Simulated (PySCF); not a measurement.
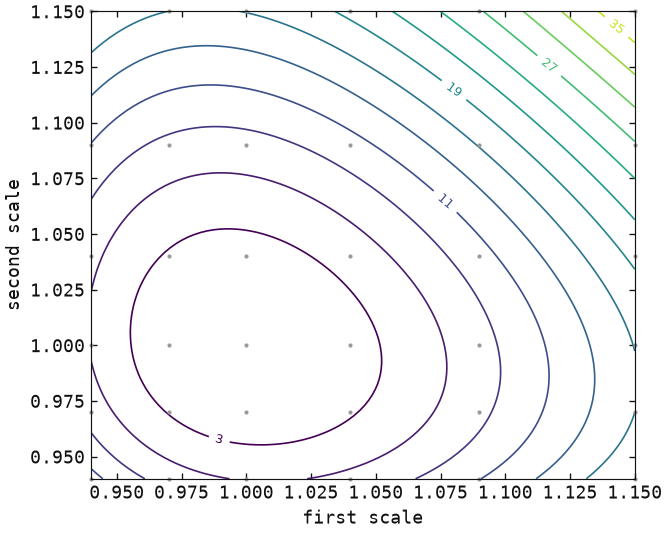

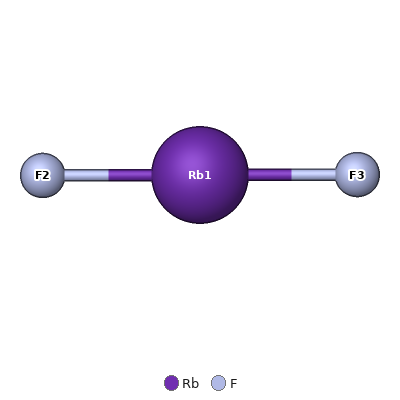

Energy landscape of RbF₂⁻, singlet, rigid, from a minimum of the shape that electron-pair counting expects: bond 1-2 scaled first, bond 1-3 second (atom 1 is the central atom; scales multiply the bond lengths of the minimum). PBE0/def2-TZVPD (ECP) with PySCF, restricted determinant, no spin-orbit coupling; energies count from the minimum, which needn't lie on the grid. The map is drawn from 6 × 6 computed points, interpolated. Contours in kJ/mol, some labelled. Dots mark the computed points.

Q: Which computed point is the lowest, and which the highest?

A: Lowest at 1.00 and 1.00 (0 kJ/mol), highest at 1.15 and 1.15 (37 kJ/mol).

Q: Give the energies on the grid.

A: In kJ/mol; across: first scale, down: second scale.
|  | 0.94 | 0.97 | 1.00 | 1.04 | 1.09 | 1.15 |
| --- | --- | --- | --- | --- | --- | --- |
| 0.94 | 12 | 7 | 5 | 6 | 11 | 19 |
| 0.97 | 7 | 3 | 1 | 2 | 7 | 16 |
| 1.00 | 5 | 1 | 0 | 2 | 7 | 16 |
| 1.04 | 6 | 2 | 2 | 4 | 10 | 19 |
| 1.09 | 11 | 7 | 7 | 10 | 16 | 26 |
| 1.15 | 19 | 16 | 16 | 19 | 26 | 37 |
